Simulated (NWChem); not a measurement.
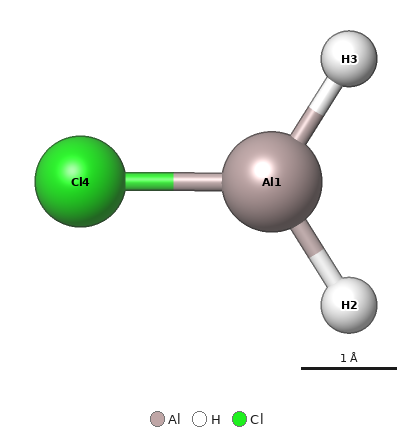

The input geometry (ball-and-stick view, seen at a tilt; atoms are numbered from 1 in the order of the input). Sticks mark near contacts. Bond lengths as drawn: Al–Cl 2.01 Å and Al–H 1.54 Å.

**AlH2Cl: energy and gradient calculation**

System: AlH2Cl, SMILES [H][Al]([H])[Cl].
Method: MP2/def2-SVPD, RHF (NWChem 7.3.0).

The geometry comes from this level: GFN2-xTB.

Input:
```
start alclh2
title "AlClH2"
memory total 2200 mb

geometry noautosym nocenter noautoz
  Al    0.049780    0.082930   -0.002200
  H     1.587020    0.109500    0.013310
  H    -0.651090    1.451440   -0.019500
  Cl   -0.985710   -1.643880    0.008400
end

basis spherical bse
  * library def2-SVPD
end

scf
  thresh 1e-08
  maxiter 80
  print low
end

mp2
  freeze core 10
  tight
end

task mp2 gradient
```

Run on 1 thread of AMD EPYC (Zen 3), 128 GiB of memory available, shared host.

Run as:
```bash
nwchem alclh2.nw > alclh2.out
```

Log:
```
Northwest Computational Chemistry Package (NWChem) 7.3.0
             --------------------------------------------------------

           Job information
           ---------------

    nwchem branch   = 7.3.0
    use scalapack   = T
    input           = alclh2.nw
    prefix          = alclh2.
    data base       = ./alclh2.db
    status          = startup
    nproc           =        1

           Memory information
           ------------------

    heap     =     72089596 doubles =      550.0 Mbytes
    stack    =     72089601 doubles =      550.0 Mbytes
    global   =    144179200 doubles =     1100.0 Mbytes (distinct from heap & stack)
    total    =    288358397 doubles =     2200.0 Mbytes
    verify   = yes
    hardfail = no

           Directory information
           ---------------------

  0 permanent = .
  0 scratch   = .

                                NWChem Input Module
                                -------------------

                                      AlClH2
                                      ------

 Scaling coordinates for geometry "geometry" by  1.889725989
 (inverse scale =  0.529177249)

                             Geometry "geometry" -> ""
                             -------------------------

 Output coordinates in angstroms (scale by  1.889725989 to convert to a.u.)

  No.       Tag          Charge          X              Y              Z
 ---- ---------------- ---------- -------------- -------------- --------------
    1 Al                  13.0000     0.04978000     0.08293000    -0.00220000
    2 H                    1.0000     1.58702000     0.10950000     0.01331000
    3 H                    1.0000    -0.65109000     1.45144000    -0.01950000
    4 Cl                  17.0000    -0.98571000    -1.64388000     0.00840000

      Atomic Mass
      -----------

      Al                26.981540
      H                  1.007825
      Cl                34.968850

 Effective nuclear repulsion energy (a.u.)      73.0114545631

            Nuclear Dipole moment (a.u.)
            ----------------------------
        X                 Y               Z
 ---------------- ---------------- ----------------
   -28.6747021507   -47.8231633122     0.2041093040

            XYZ format geometry
            -------------------
     4
 geometry
 Al                    0.04978000     0.08293000    -0.00220000
 H                     1.58702000     0.10950000     0.01331000
 H                    -0.65109000     1.45144000    -0.01950000
 Cl                   -0.98571000    -1.64388000     0.00840000

 ==============================================================================
                                internuclear distances
 ------------------------------------------------------------------------------
       center one      |      center two      | atomic units |  angstroms
 ------------------------------------------------------------------------------
    2 H                |   1 Al               |     2.90554  |     1.53755
    3 H                |   1 Al               |     2.90572  |     1.53764
    4 Cl               |   1 Al               |     3.80498  |     2.01351
 ------------------------------------------------------------------------------
                         number of included internuclear distances:          3
 ==============================================================================

 ==============================================================================
                                 internuclear angles
 ------------------------------------------------------------------------------
        center 1       |       center 2       |       center 3       |  degrees
 ------------------------------------------------------------------------------
    2 H                |   1 Al               |   3 H                |   116.13
    2 H                |   1 Al               |   4 Cl               |   121.93
    3 H                |   1 Al               |   4 Cl               |   121.93
 ------------------------------------------------------------------------------
                            number of included internuclear angles:          3
 ==============================================================================

 Summary of "ao basis" -> "" (spherical)
 ------------------------------------------------------------------------------
       Tag                 Description            Shells   Functions and Types
 ---------------- ------------------------------  ------  ---------------------
 *                         def2-SVPD                  on all atoms

                      Basis "ao basis" -> "ao basis" (spherical)
                      -----
  [basis functions not shown]

 Summary of "ao basis" -> "ao basis" (spherical)
 ------------------------------------------------------------------------------
       Tag                 Description            Shells   Functions and Types
 ---------------- ------------------------------  ------  ---------------------
 Al                        def2-SVPD                10       24   5s3p2d
 H                         def2-SVPD                 4        8   2s2p
 Cl                        def2-SVPD                11       27   5s4p2d

                                 NWChem SCF Module
                                 -----------------

                                      AlClH2

  ao basis        = "ao basis"
  functions       =    67
  atoms           =     4
  closed shells   =    16
  open shells     =     0
  charge          =   0.00
  wavefunction    = RHF
  input vectors   = atomic
  output vectors  = ./alclh2.movecs
  use symmetry    = F
  symmetry adapt  = F

 Forming initial guess at       0.1s

 Starting SCF solution at       0.2s

       Final RHF  results
       ------------------

         Total SCF energy =   -702.422490400412
      One-electron energy =  -1118.530519470119
      Two-electron energy =    343.096574506564
 Nuclear repulsion energy =     73.011454563143

        Time for solution =      4.2s

                   NWChem MP2 Semi-direct Energy/Gradient Module
                   ---------------------------------------------

                                      AlClH2

  Basis functions       =     67
  Molecular orbitals    =     67
  Frozen core           =     10
  Frozen virtuals       =      0
  Active alpha occupied =      6
  Active beta occupied  =      6
  Active alpha virtual  =     51
  Active beta virtual   =     51
  Use MO symmetry       = F
  Use skeleton AO sym   = F

  AO/Fock/Back tols     =   1.0D-11  1.0D-11  1.0D-11

 GA uses MA = F    GA memory limited = T

 Available:
  local mem=  1.26D+08
 global mem=  1.44D+08
 local disk=  0.00D+00
   1 passes of   6:        5242880                     149511                   3164091.
   1 passes of   6: M    126153863           G      144155410           F     120910983.

 Semi-direct pass number   1 of   1  for RHF alpha+beta  at        4.4s
 Done moints_semi at        5.1s
 Done maket at        5.2s
 Done pijab at        5.2s
 Done wijab at        5.2s
 Done lai at        5.2s
 Done nonsep at        7.6s
 Done multipass loop at        7.6s

          -------------------------------------------
          SCF energy                -702.422490400412
          Correlation energy          -0.214877218253
          Singlet pairs               -0.144827886454
          Triplet pairs               -0.070049331799
          Total MP2 energy          -702.637367618665
          -------------------------------------------

          ---------------------------------------------------
                    Spin Component Scaled (SCS) MP2
          Same spin pairs                     -0.046699554533
          Same spin scaling factor             0.333333333333
          Opposite spin pairs                 -0.168177663720
          Opposite spin scaling fact.          1.200000000000
          SCS-MP2 correlation energy          -0.217379714642
          Total SCS-MP2 energy              -702.639870115054
          ---------------------------------------------------

 Start laifock at        7.6s
 Done laifock at        7.9s
                                NWChem CPHF Module
                                ------------------

    scftype = RHF
    nclosed =   16
      nopen =    0
  variables =      816
  tolerance =   1.0D-06
  max. iter =  100

 SCF residual:    4.4047621418512340E-010

            ----- linear solve (tol: 1.0E-06 prod-acc: 1.5E-14) -----

               iter nbas    rnorm     rnorm-scal   ratio     time
               ---- ---- ----------- ----------- --------- -------
                  1    1  5.9753E-03  1.4053E-01    0.0000     8.4
                  2    2  1.6251E-03  3.8220E-02    0.2720     8.7
                  3    3  4.4573E-04  1.0483E-02    0.2743     8.9
                  4    4  1.1111E-04  2.6132E-03    0.2493     9.2
                  5    5  1.7950E-05  4.2216E-04    0.1616     9.4
                  6    6  4.0624E-06  9.5543E-05    0.2263     9.6
                  7    7  8.3518E-07  1.9642E-05    0.2056     9.9
                  8    8  1.4408E-07  3.3885E-06    0.1725    10.1
                  9    9  2.3388E-08  5.5006E-07    0.1623    10.3

 CPHF converged to   5.5D-07 in    9 iters

 Start make_tot_dens at       10.3s
 Done make_tot_dens at       10.3s
                Dipole Moments (a.u.)
                --------------
         Nuclear       SCF       SCF+MP2
       ----------- ----------- -----------
 X     -28.674702    0.147577    0.123984
 Y     -47.823163    0.245871    0.206538
 Z       0.204109   -0.006065   -0.005559

 MP2 RHF      natural orbital occupation numbers

              1
    1    2.0000
    2    2.0000
    3    2.0000
    4    2.0000
    5    2.0000
    6    2.0000
    7    2.0000
    8    2.0000
    9    2.0000
   10    2.0000
   11    1.9878
   12    1.9764
   13    1.9742
   14    1.9625
   15    1.9618
   16    1.9617
   17    0.0202
   18    0.0188
   19    0.0185
   20    0.0150
   21    0.0150
   22    0.0122
   23    0.0102
   24    0.0099
   25    0.0086
   26    0.0064
   27    0.0053
   28    0.0052
   29    0.0048
   30    0.0048
   31    0.0043
   32    0.0039
   33    0.0027
   34    0.0013
   35    0.0010
   36    0.0010
   37    0.0008
   38    0.0007
   39    0.0006
   40    0.0005
   41    0.0004
   42    0.0004
   43    0.0004
   44    0.0003
   45    0.0003
   46    0.0003
   47    0.0002
   48    0.0002
   49    0.0002
   50    0.0002
   51    0.0001
   52    0.0001
   53    0.0001
   54    0.0001
   55    0.0001
   56    0.0001
   57    0.0001
   58    0.0001
   59    0.0001
   60    0.0000
   61    0.0000
   62    0.0000
   63    0.0000
   64    0.0000
   65    0.0000
   66    0.0000
   67    0.0000

  MP2 natural orbitals output to ./alclh2.mp2nos

                         mp2 ENERGY GRADIENTS

    atom               coordinates                        gradient
                 x          y          z           x          y          z
   1 Al      0.094071   0.156715  -0.004157   -0.020254  -0.033830   0.000003
   2 H       2.999033   0.206925   0.025152   -0.011131   0.004761  -0.000071
   3 H      -1.230382   2.742824  -0.036850    0.009428  -0.007548   0.000230
   4 Cl     -1.862722  -3.106483   0.015874    0.021957   0.036617  -0.000162

                 ----------------------------------------
                 |  Time  |  1-e(secs)   |  2-e(secs)   |
                 ----------------------------------------
                 |  CPU   |       0.00   |       2.81   |
                 ----------------------------------------
                 |  WALL  |       0.00   |       2.81   |
                 ----------------------------------------
 -----------------------
 Task  times  cpu:       13.4s     wall:       13.4s
 Total times  cpu:       13.5s     wall:       13.5s
```

Key numbers:

```csv
quantity,value
outcome,converged
total energy,−702.637368 hartree
SCF energy,−702.422490 hartree
correlation energy,−0.214877 hartree
basis functions,67
largest force,2.196 eV/Å
wall time,14 s
peak memory,0.13 GiB
```
